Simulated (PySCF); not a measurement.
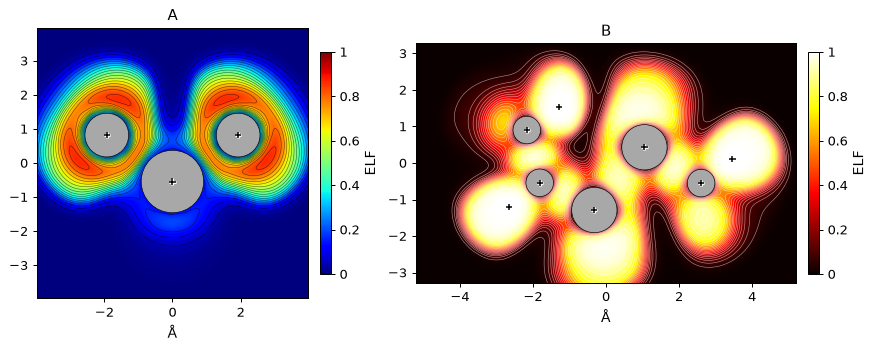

The electron localisation function of 2 systems, each on a plane through atoms (crosses mark nuclei in the plane; grey discs cover the cores).

These are results of PySCF 2.14.0, B3LYP/def2-SVPD, SCF density, gas phase, not measurements.

System 1: C₄H₁₀P₂ (SMILES C/C=P\P(C)C), the plane of atoms C2, C1 and H7. Geometry: GFN2-xTB.

```tsv
atom	x (Å)	y (Å)	z (Å)
C	2.4714	-0.2796	0.5288
C	2.0586	0.5096	-0.6616
P	0.5400	1.0221	-1.1436
P	-0.7367	0.2895	0.4900
C	-2.2510	1.2378	-0.0066
C	-1.2003	-1.3500	-0.2593
H	1.6289	-0.4728	1.1904
H	2.9007	-1.2325	0.2126
H	3.2442	0.2569	1.0815
H	2.8705	0.7742	-1.3312
H	-2.4745	1.1140	-1.0654
H	-2.0917	2.2934	0.2075
H	-3.0931	0.8852	0.5873
H	-0.3455	-2.0219	-0.2078
H	-1.5139	-1.2416	-1.2966
H	-2.0152	-1.7756	0.3237
```

System 2: Br₄Ga (SMILES [Br][Ga-]([Br])([Br])[Br]) (charge −1), the plane of atoms Br3, Ga2 and Br5. Geometry: PBE0-D3(BJ)/def2-SVP.

```xyz
5

Br   -0.4101   -0.6124    2.2362
Ga    0.0030   -0.0023   -0.0046
Br   -0.8077    2.1823   -0.3859
Br   -1.1119   -1.5124   -1.4361
Br    2.3242   -0.0621   -0.4227
```

Q: Match each panel to its system.

A: Panel A is system 2, Br₄Ga: the plane holds Ga and Br. Ga–Br (2.36 Å): the ELF peaks at about 0.75 in the valence shell of Br, 1.0 Å from its nucleus, and is about 0.65 at the midpoint. Panel B is system 1, C₄H₁₀P₂: the plane holds C, P and H. C–C (1.49 Å): the ELF peaks at about 0.95 between the atoms, as expected for a covalent bond.
